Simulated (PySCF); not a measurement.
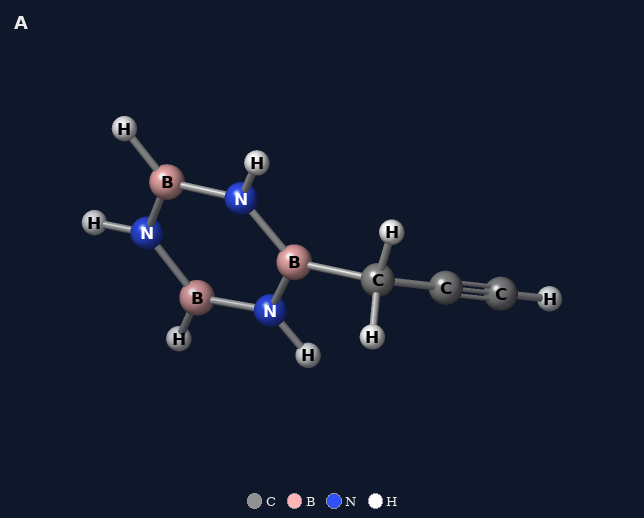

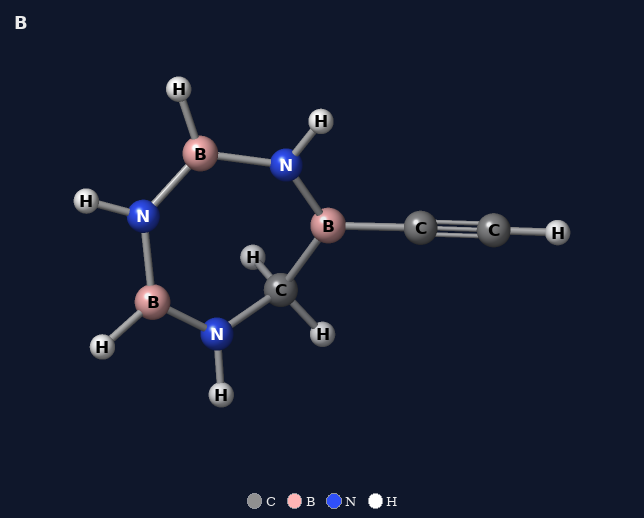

2 stationary structures of one formula. Geometries: GFN2-xTB. Electronic energies: PBE0/pcSseg-1 (PySCF 2.14.0), without zero-point energy. No frequency run is at hand to confirm each as a minimum. Each is one conformer, not always the lowest.

Question: How are they related?

Answer: They are constitutional isomers of C3H8B3N3: A `C#CCB1NBNBN1`, B `C#CB1CNBNBN1`.

Question: Rank them by energy, lowest first.

Answer: A is lowest; B lies 1.407 eV above it.

The geometry is semi-empirical. Around B such bond lengths and angles can be off by a tenth of an ångström or more and by several degrees, and values that hang on the shape move with them.
